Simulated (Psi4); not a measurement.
# SnH2ClO2 (SMILES [OH][Sn]([OH])[Cl]) at UM06-L/def2-SVP (core potential)

Aim: the energy change on altering one bond length of SnH2ClO2 at UM06-L/def2-SVP (core potential), from 2 runs. 

Program for the calculation: Psi4 1.11.

2 further runs of the same task are left out: 2 that didn't finish.

### 1 The structure to begin with

SnH2ClO2 has 6 atoms, charge 0, and is taken as a doublet. As SMILES, `[OH][Sn]([OH])[Cl]`. Geometry: relaxed at PBE0-D4/def2-TZVP. This is one conformer, not always the lowest.

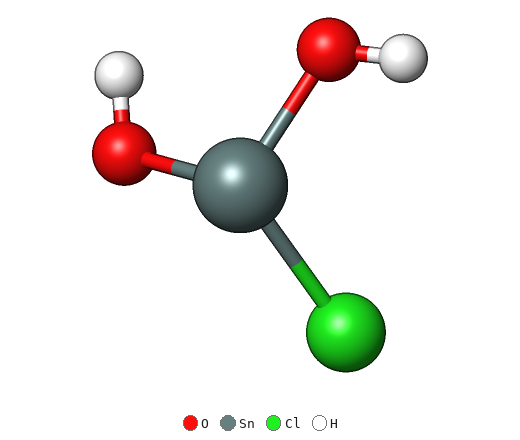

The structure, seen from a chosen angle (oxygen red, tin teal, chlorine green, hydrogen white).

### 2 Energy and forces at UM06-L/def2-SVP (core potential)

Input file input.json:

```json
{
 "schema_name": "qcschema_input",
 "schema_version": 1,
 "molecule": {
  "schema_name": "qcschema_molecule",
  "schema_version": 2,
  "symbols": ["O", "Sn", "O", "Cl", "H", "H"],
  "geometry": [-0.84546347, 2.64656144, -0.29914365, 0.70260017, -0.60131085, -1.24665232, 2.37444088, -1.60229878, 1.90427702, -2.50993424, -3.54720491, -2.09117093, -2.23497909, 3.14903961, -1.35776822, 2.59289322, -0.16591795, 3.00315276],
  "molecular_charge": 0,
  "molecular_multiplicity": 2,
  "fix_symmetry": "c1"
 },
 "driver": "gradient",
 "model": {
  "method": "m06-l",
  "basis": "def2-SVP"
 },
 "keywords": {
  "reference": "uks",
  "puream": true,
  "e_convergence": 1e-09,
  "d_convergence": 1e-08,
  "scf_type": "pk",
  "dft_radial_points": 99,
  "dft_spherical_points": 590,
  "maxiter": 100
 }
}
```

Run with:

```console
$ psi4 --qcschema input.json -n 1 --memory 1600MB
```

stdout:

```text
[...]
    !!!  WARNING: ECP capability is in beta. Please check occupations closely.  !!!
[...]
  Running in c1 symmetry.
[...]
  Nuclear repulsion =  256.603148435302217
[...]
  Multiplicity = 2
[...]
  Nalpha       = 29
  Nbeta        = 28
[...]
    Number of basis functions: 82
[...]
   @UKS iter   1:  -825.62185686874977   -1.21682e+00   1.29394e-02 DIIS/ADIIS
[...]
   @UKS iter  14:  -826.07744328078093   -3.86535e-12   9.31422e-09 DIIS
[...]
   @S^2 Observed:                7.521991918E-01
[...]
    Orbital Energies [Eh]
    ---------------------
    Alpha Occupied:
       1A   -101.121666     2A    -18.979540     3A    -18.976911
       4A     -9.390729     5A     -7.101964     6A     -7.094608
       7A     -7.094284     8A     -5.054201     9A     -3.408937
      10A     -3.406490    11A     -3.405837    12A     -1.033392
      13A     -1.024223    14A     -1.011997    15A     -1.009757
      16A     -1.009192    17A     -0.945188    18A     -0.922588
      19A     -0.762934    20A     -0.498340    21A     -0.449988
      22A     -0.392308    23A     -0.332468    24A     -0.321876
      25A     -0.311331    26A     -0.290343    27A     -0.284630
      28A     -0.279539    29A     -0.213384
    Alpha Virtual:
[...]
  @UKS Final Energy:  -826.07744328078093
   => Energetics <=
    Nuclear Repulsion Energy =            256.6031484353022165
    One-Electron Energy =               -1732.3453543782125053
    Two-Electron Energy =                 714.1958472789051484
    DFT Exchange-Correlation Energy =     -64.5310846167758143
    Empirical Dispersion Energy =           0.0000000000000000
    VV10 Nonlocal Energy =                  0.0000000000000000
    Total Energy =                       -826.0774432807809262
[...]
 Multipole Moments:
 ------------------------------------------------------------------------------------
     Multipole            Electronic (a.u.)      Nuclear  (a.u.)        Total (a.u.)
 ------------------------------------------------------------------------------------
 L = 1.  Multiply by 2.5417464519 to convert [e a0] to [Debye]
 Dipole X            :         21.3616171          -21.0470458            0.3145713
 Dipole Y            :          9.8441328           -8.9500208            0.8941120
 Dipole Z            :        -10.8747825           10.4396358           -0.4351467
 Magnitude           :                                                    1.0429496
[...]
  -Total Gradient:
     Atom            X                  Y                   Z
    ------   -----------------  -----------------  -----------------
       1        0.006258487352    -0.015583784056    -0.007503089936
       2       -0.011717278264     0.002220609993     0.023364649330
       3       -0.007650325256     0.007872825829    -0.016362340437
       4        0.011368471779     0.010354566326     0.002146206267
       5        0.002829832992    -0.001832368935     0.001663972130
       6       -0.001026387576    -0.002511407287    -0.002487792656
[...]
```

The result, in JSON:

```text
{
 "driver": "gradient",
 "model": {
  "method": "m06-l",
  "basis": "def2-SVP"
 },
 "success": true,
 "return_result": [0.006258487351683634, -0.015583784056008916, -0.00750308993635751, -0.011717278263921174, 0.0022206099932486952, 0.02336464932957416, -0.007650325256389749, 0.007872825828630747, -0.016362340436567813, 0.011368471778956307, 0.010354566326286743, 0.0021462062665427717, 0.002829832992054304, -0.0018323689350044081, 0.0016639721302843247, -0.0010263875758186672, -0.0025114072868118176, -0.0024877926559425945],
 "properties": {
  "calcinfo_nbasis": 82,
  "calcinfo_nmo": 82,
  "calcinfo_nalpha": 29,
  "calcinfo_nbeta": 28,
  "calcinfo_natom": 6,
  "nuclear_repulsion_energy": 256.6031484353022,
  "return_energy": -826.0774432807809,
  "return_gradient": [0.006258487351683634, -0.015583784056008916, -0.00750308993635751, -0.011717278263921174, 0.0022206099932486952, 0.02336464932957416, -0.007650325256389749, 0.007872825828630747, -0.016362340436567813, 0.011368471778956307, 0.010354566326286743, 0.0021462062665427717, 0.002829832992054304, -0.0018323689350044081, 0.0016639721302843247, -0.0010263875758186672, -0.0025114072868118176, -0.0024877926559425945],
  "scf_one_electron_energy": -1732.3453543782125,
  "scf_two_electron_energy": 714.1958472789051,
  "scf_xc_energy": -64.53108461677581,
  "scf_dipole_moment": [0.31457131611126954, 0.8941119511341391, -0.43514667858967826],
  "scf_total_energy": -826.0774432807809,
  "scf_total_gradient": [0.006258487351683634, -0.015583784056008916, -0.00750308993635751, -0.011717278263921174, 0.0022206099932486952, 0.02336464932957416, -0.007650325256389749, 0.007872825828630747, -0.016362340436567813, 0.011368471778956307, 0.010354566326286743, 0.0021462062665427717, 0.002829832992054304, -0.0018323689350044081, 0.0016639721302843247, -0.0010263875758186672, -0.0025114072868118176, -0.0024877926559425945],
  "scf_iterations": 14
 }
}
```

It took 29 s on 1 thread of Intel Xeon 6975P-C (Granite Rapids), shared host; peak memory 1 GiB.

### 3 The distorted shape

Input file run_ase.py:

```python
import numpy as np
from ase.calculators.psi4 import Psi4
from ase import Atoms

atoms = Atoms(['O', 'Sn', 'O', 'Cl', 'H', 'H'], positions=[
    [-0.580124, 1.479967, -0.408447],
    [0.239076, -0.238733, -0.909847],
    [1.256500, -0.847900, 1.007700],
    [-1.460924, -1.797633, -1.356747],
    [-1.315424, 1.745867, -0.968647],
    [1.372100, -0.087800, 1.589200],
])
calc = Psi4(atoms=atoms, method='m06-l', basis='def2-SVP', memory='1600MB', num_threads=1, charge=0, multiplicity=2, label='clh2o2sn', reference='uks')
calc.psi4.set_options({'puream': True, 'e_convergence': 1e-09, 'd_convergence': 1e-08, 'scf_type': 'pk', 'dft_radial_points': 99, 'dft_spherical_points': 590, 'maxiter': 100})
atoms.calc = calc

forces = atoms.get_forces()
print(f'energy: {atoms.get_potential_energy():.6f} eV')
print('forces / eV A^-1')
print(np.round(forces, 5))
```

Run with:

```console
$ python run_ase.py
```

clh2o2sn.dat, shortened:

```text
[...]
    !!!  WARNING: ECP capability is in beta. Please check occupations closely.  !!!
[...]
  Running in c1 symmetry.
[...]
  Nuclear repulsion =  247.566917262520576
[...]
  Multiplicity = 2
[...]
  Nalpha       = 29
  Nbeta        = 28
[...]
    Number of basis functions: 82
[...]
   @UKS iter   1:  -825.60120993858368   -1.28967e+00   1.28160e-02 DIIS/ADIIS
[...]
   @UKS iter  16:  -826.06695939338954   -6.02540e-12   8.92422e-09 DIIS
[...]
   @S^2 Observed:                7.551917163E-01
[...]
  @UKS Final Energy:  -826.06695939338954
   => Energetics <=
    Nuclear Repulsion Energy =            247.5669172625205761
    One-Electron Energy =               -1714.3057404095775382
    Two-Electron Energy =                 705.1360737179041962
    DFT Exchange-Correlation Energy =     -64.4642099642366873
    Empirical Dispersion Energy =           0.0000000000000000
    VV10 Nonlocal Energy =                  0.0000000000000000
    Total Energy =                       -826.0669593933895385
[...]
 Multipole Moments:
 ------------------------------------------------------------------------------------
     Multipole            Electronic (a.u.)      Nuclear  (a.u.)        Total (a.u.)
 ------------------------------------------------------------------------------------
 L = 1.  Multiply by 2.5417464519 to convert [e a0] to [Debye]
 Dipole X            :         20.2423328          -20.0766949            0.1656379
 Dipole Y            :         10.4625483           -9.5310075            0.9315408
 Dipole Z            :        -12.9032872           12.2684715           -0.6348157
 Magnitude           :                                                    1.1393836
[...]
  -Total Gradient:
     Atom            X                  Y                   Z
    ------   -----------------  -----------------  -----------------
       1        0.005955978473    -0.014399273408    -0.005959142806
       2       -0.041517400063     0.016288136681    -0.031358637852
       3        0.018526105365    -0.000907224678     0.033881360024
       4        0.011726814895     0.009208969089     0.002179159514
       5        0.004409640395    -0.001936341420     0.000930449159
       6        0.000721109761    -0.007732225191     0.000599826102
[...]
```

Standard output:

```text
energy: -22478.426914 eV
forces / eV A^-1
[[-0.30627  0.74044  0.30643]
 [ 2.13491 -0.83757  1.61253]
 [-0.95265  0.04665 -1.74225]
 [-0.60302 -0.47354 -0.11206]
 [-0.22675  0.09957 -0.04785]
 [-0.03708  0.39761 -0.03084]]
```

It took 30 s on 1 thread of Intel Xeon 6975P-C (Granite Rapids), shared host; peak memory 1 GiB.

### 4 What came out

At UM06-L/def2-SVP (core potential):

| quantity | value |
| --- | --- |
| first shape: total energy | -826.07744 Eh |
| first shape: dipole moment | 2.65 D |
| first shape: HOMO energy (highest over α and β) | -5.81 eV |
| first shape: LUMO energy (lowest over α and β) | -4.99 eV |
| first shape: ⟨S²⟩ | 0.752 |
| first shape: largest force on an atom | 1.349 eV/Å |
| distorted shape: total energy | -826.06696 Eh |
| distorted shape: dipole moment | 2.90 D |
| distorted shape: HOMO energy (highest over α and β) | -6.13 eV |
| distorted shape: LUMO energy (lowest over α and β) | -5.21 eV |
| distorted shape: ⟨S²⟩ | 0.755 |
| distorted shape: largest force on an atom | 2.803 eV/Å |
| energy change with the Sn2–O3 bond stretched from 1.960 to 2.255 Å | 0.285 eV |

With the Sn2–O3 bond stretched from 1.960 to 2.255 Å the energy rises by 0.29 eV (6.6 kcal/mol). The first shape isn't relaxed at this level, so the change isn't measured from a minimum. The largest force (first shape) is 1.35 eV/Å: the shape isn't a stationary point for this species at this level.
